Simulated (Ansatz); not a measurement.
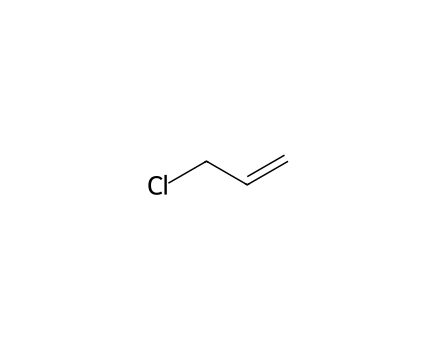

2D structure.

**Write the SMILES.**

C=CCCl

**What is the molecular formula?**

C3H5Cl.

**An optimisation with PBE0-D4/def2-TZVP gave a structure of which point group?**

C1. Other conformers may differ.

The parts below concern this one geometry. Atoms keep their numbers from picture to picture. Computed geometry: PBE0-D4/def2-TZVP optimisation.

Shape

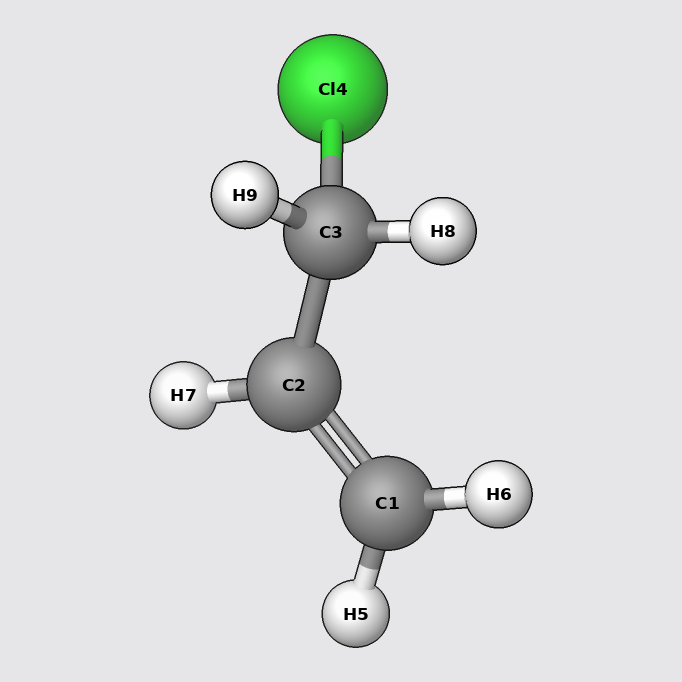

The atoms are numbered.

Give these bond angles: C2–C1–H5, C2–C1–H6, C1–C2–C3, C1–C2–H7, C3–C2–H7, C2–C3–Cl4, C2–C3–H8, C2–C3–H9, Cl4–C3–H8, Cl4–C3–H9.

| angle | degrees |
| --- | --- |
| C2–C1–H5 | 121.5 |
| C2–C1–H6 | 121.4 |
| C1–C2–C3 | 123.4 |
| C1–C2–H7 | 120.4 |
| C3–C2–H7 | 116.1 |
| C2–C3–Cl4 | 111.0 |
| C2–C3–H8 | 111.7 |
| C2–C3–H9 | 111.8 |
| Cl4–C3–H8 | 107.1 |
| Cl4–C3–H9 | 105.6 |

Thermal motion

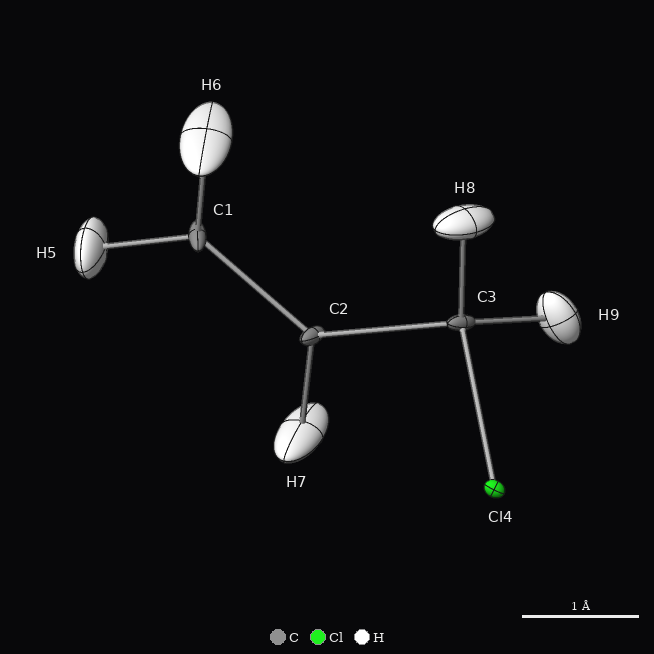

Displacement ellipsoids at the 50 % level, from the internal vibrations of the free molecule (harmonic, no overall translation or rotation; no half-axis is drawn under 0.075 Å). Vibrations computed with RKS PBE0-D4/def2-TZVP (Ansatz 0.2.0). Temperature: 400 K.

**Which atom has the largest mean-square displacement?**

H6, with U_eq = 0.0476 Å².

**Does H6 move more along its bond or across it?**

Across it: the root-mean-square amplitude is 0.075 Å along the bond and up to 0.341 Å across, since bending and torsion are softer than stretching.

List U_eq and the three principal root-mean-square amplitudes for each kind of atom.

```json
{"atom": "C1", "U_eq (Å²)": "0.0071", "rms amplitudes (Å)": "0.027, 0.040, 0.138"}
{"atom": "C2", "U_eq (Å²)": "0.0052", "rms amplitudes (Å)": "0.041, 0.050, 0.107"}
{"atom": "C3", "U_eq (Å²)": "0.0046", "rms amplitudes (Å)": "0.039, 0.046, 0.101"}
{"atom": "Cl4", "U_eq (Å²)": "0.0015", "rms amplitudes (Å)": "0.013, 0.024, 0.061"}
{"atom": "H5", "U_eq (Å²)": "0.0257", "rms amplitudes (Å)": "0.086, 0.139, 0.224"}
{"atom": "H6", "U_eq (Å²)": "0.0476", "rms amplitudes (Å)": "0.074, 0.145, 0.341"}
{"atom": "H7", "U_eq (Å²)": "0.0383", "rms amplitudes (Å)": "0.081, 0.127, 0.303"}
{"atom": "H8", "U_eq (Å²)": "0.0204", "rms amplitudes (Å)": "0.086, 0.125, 0.196"}
{"atom": "H9", "U_eq (Å²)": "0.0178", "rms amplitudes (Å)": "0.102, 0.124, 0.166"}
```

Levels of theory compared

Program: Ansatz 0.2.0.

Tabulate HOMO energy (eV), HOMO–LUMO gap (eV) at these levels: B97M-V/def2-TZVPP; PBE0-D4/def2-QZVPP; PBE0-D4/def2-SVP; PBE0-D4/def2-TZVPP; SPW92 (LDA)/def2-TZVPP; r2SCAN-D4/def2-TZVPP; ωB97M-V/def2-QZVPP.

```tsv
level	HOMO energy (eV)	HOMO–LUMO gap (eV)
B97M-V/def2-TZVPP	−7.00	5.84
PBE0-D4/def2-QZVPP	−7.95	7.44
PBE0-D4/def2-SVP	−7.82	7.65
PBE0-D4/def2-TZVPP	−7.92	7.50
SPW92 (LDA)/def2-TZVPP	−6.91	5.21
r2SCAN-D4/def2-TZVPP	−6.99	5.74
ωB97M-V/def2-QZVPP	−10.19	11.72
```

Dipole moment

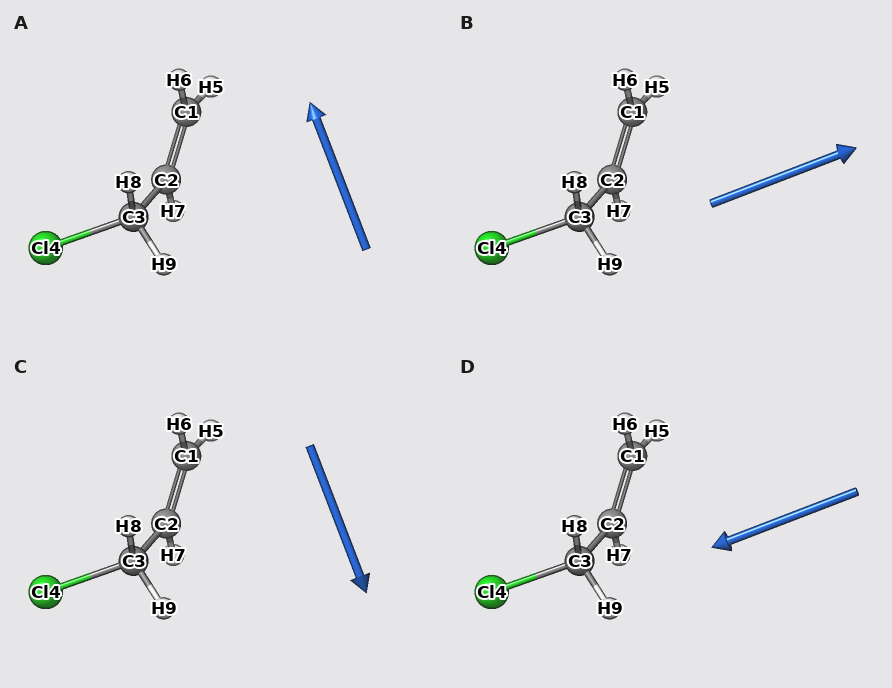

The same molecule four times, each with an arrow. Level of theory: RKS PBE0-D4/def2-TZVP (Ansatz 0.2.0).

**Which arrow points along the dipole moment, from the negative to the positive end?**

B. The dipole moment is 1.94 D; it points from the side of Cl4 to the side of H5 (the outermost atoms at the two ends).
